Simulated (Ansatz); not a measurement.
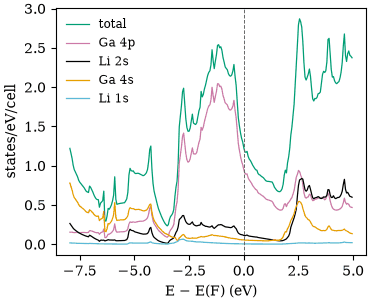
Figure: Total and projected density of states of Li₂Ga in space group Cmcm (No. 63; Li on 4c, Li on 4c, Ga on 4c), the program Ansatz at the r²SCAN level (PAW)

Q: Which orbitals carry the states next to the Fermi level?

A: Within 0.5 eV of the Fermi level: Ga 4p 78 %, Li 2s 10 %, outside the projected shells 8 %. Projections are on Löwdin-orthogonalised atomic valence shells; empty p or d shells of many metals are not among them.

Q: Where is the tallest occupied peak in this window, and what makes it?

A: Near -1.1 eV, about 2.5 states/eV per cell; the largest projected share is Ga 4p.

The workflow started from a Materials Project entry (that database holds measured and hypothetical structures alike); the Crystallography Open Database files this formula in space group No. 63, but the cells were not matched. Its standing as an ambient phase is unchecked. Symmetry was held in the r²SCAN relaxation; its stability against distortions is not shown here. Spin–orbit coupling is left out wherever it is not named.

Potentials: the later of the program's two PAW sets.
